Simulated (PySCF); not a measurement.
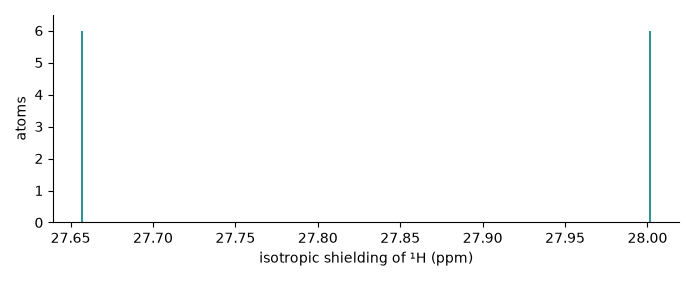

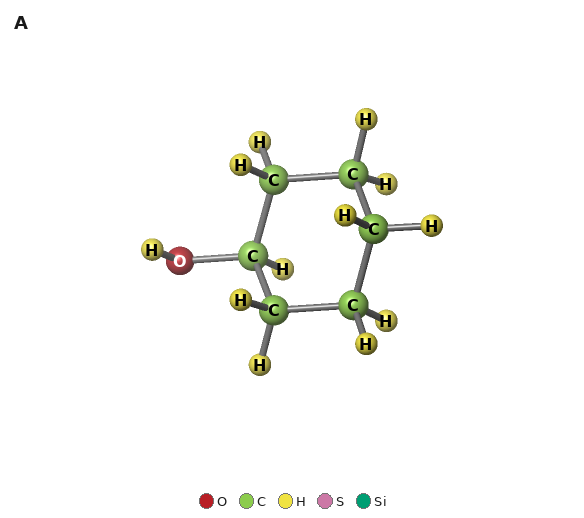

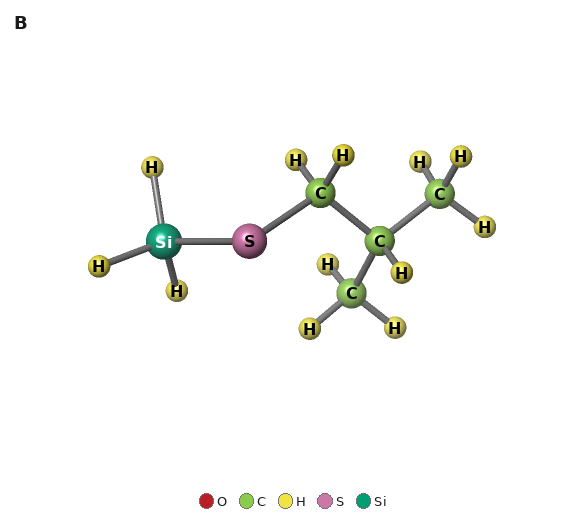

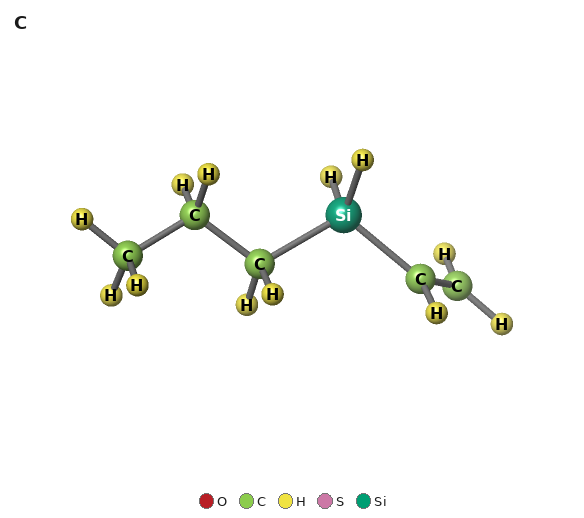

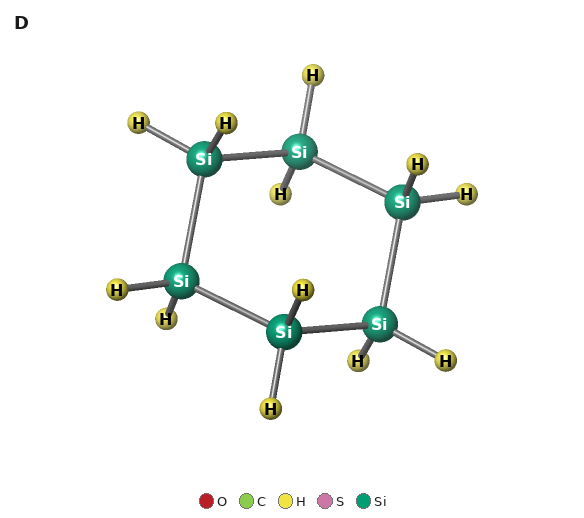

The sticks are computed shieldings of one of the molecules, for one fixed geometry (PBE0-D3(BJ)/def2-SVP) without averaging over rotations. Low shielding means a high chemical shift. Method: GIAO CAM-B3LYP/pcSseg-1 NMR shielding, non-relativistic, gas phase (PySCF 2.14.0).

**Match the spectrum to a structure.**

D, `[SiH2]1[SiH2][SiH2][SiH2][SiH2][SiH2]1`. Its 12 H atoms give lines at 27.66 (6 atoms), 28.00 (6 atoms) ppm.
